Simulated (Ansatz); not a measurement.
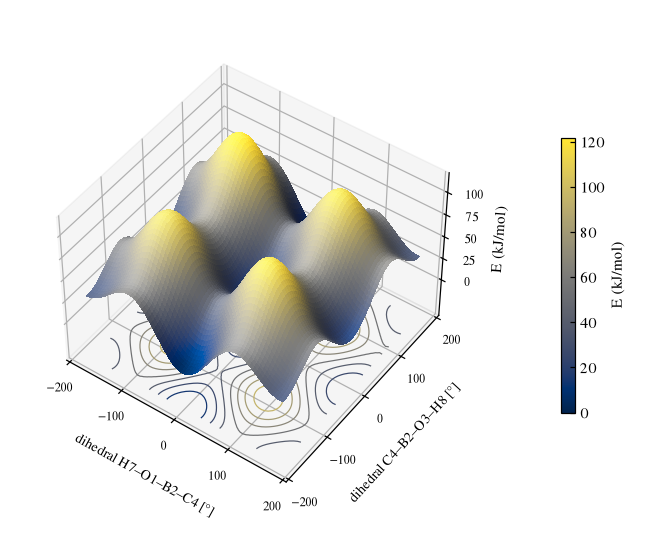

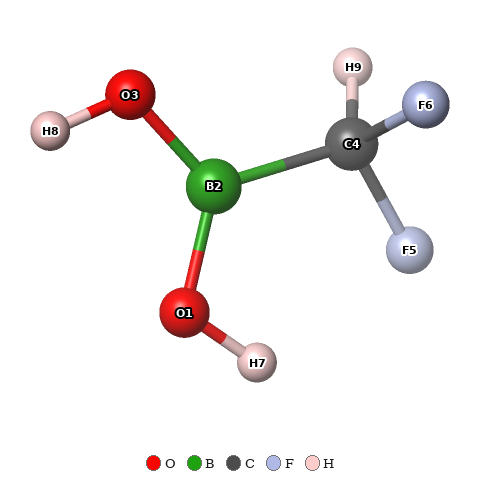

Energy landscape of CH3BF2O2, SMILES OB(O)C(F)F. First axis: dihedral H7–O1–B2–C4. Second axis: dihedral C4–B2–O3–H8. Nothing is relaxed (all other coordinates rigid). The grid has 18 × 18 points. Energies are in kJ/mol, from the lowest grid point. All numbers below come from Ansatz 0.2.0, RKS PBE-D4/def2-SVP.

The picture shows a relief with its contours projected below. Between grid points the surface is interpolated. The second picture is the structure at the lowest point.

What does the map say about the system?

Answer. The lowest grid point is at dihedral H7–O1–B2–C4 = 0°, dihedral C4–B2–O3–H8 = −180°. Higher local minima lie near dihedral H7–O1–B2–C4 = 0°, dihedral C4–B2–O3–H8 = 0° (13 kJ/mol above the lowest at that grid point); dihedral H7–O1–B2–C4 = −180°, dihedral C4–B2–O3–H8 = 0° (18 kJ/mol above the lowest at that grid point); dihedral H7–O1–B2–C4 = −180°, dihedral C4–B2–O3–H8 = −180° (30 kJ/mol above the lowest at that grid point). The highest grid point, dihedral H7–O1–B2–C4 = −100°, dihedral C4–B2–O3–H8 = 100°, lies 119 kJ/mol above the lowest. On the interpolated surface the easiest way out of the lowest well to the well at about dihedral H7–O1–B2–C4 = 0°, dihedral C4–B2–O3–H8 = −5° passes a barrier of about 44 kJ/mol. Round the minimum the two coordinates are weakly coupled (coupling −0.07 in units of the two stiffnesses). At the lowest point F5···H7 is 2.17 Å, a hydrogen-bond distance.

Grid values (kJ/mol):

```tsv
dihedral C4–B2–O3–H8 ↓, dihedral H7–O1–B2–C4 →	−160	−120	−80	−40	0	40	80	120	160
140	52	80	80	41	20	47	78	69	45
100	70	107	116	74	47	75	111	98	64
60	54	91	105	69	40	63	98	88	53
20	28	59	70	41	18	38	67	57	28
−20	28	58	65	34	16	41	68	54	24
−60	51	87	94	57	36	68	101	84	48
−100	61	96	105	67	42	72	110	99	63
−140	43	68	73	40	16	40	75	73	47
−180	35	55	54	21	0	23	54	52	33
```

The table holds every second grid line.

The input of one point:

```yaml
crystal:
  periodic: [false, false, false]
  atoms:
    - { symbol: O, position_ang: [1.19653, -0.74684, -0.799708] }
    - { symbol: B, position_ang: [0.154816, -0.53913, 0.056368] }
    - { symbol: O, position_ang: [-0.273411, -1.497753, 0.920866] }
    - { symbol: C, position_ang: [-0.591669, 0.887698, 0.056411] }
    - { symbol: F, position_ang: [-0.161106, 1.5991, -1.061803] }
    - { symbol: F, position_ang: [-0.227597, 1.605689, 1.172045] }
    - { symbol: H, position_ang: [1.34929, 0.061961, -1.328079] }
    - { symbol: H, position_ang: [0.247346, -2.318552, 0.835917] }
    - { symbol: H, position_ang: [-1.706023, 0.859158, 0.01845] }
basis:
  gaussian: { orbitals: def2-SVP }
hamiltonian:
  xc: pbe
  dispersion: d4
output:
  forces: true
```

Each point was launched as `ansatz run input.yaml --threads 1 --pin off --max-ram 2560MiB --backend cpu --events-out ev --progress --plain --runs-dir out`. The whole map (324 points run) took 28 min on 1 thread of Arm Neoverse N1, on a shared host.
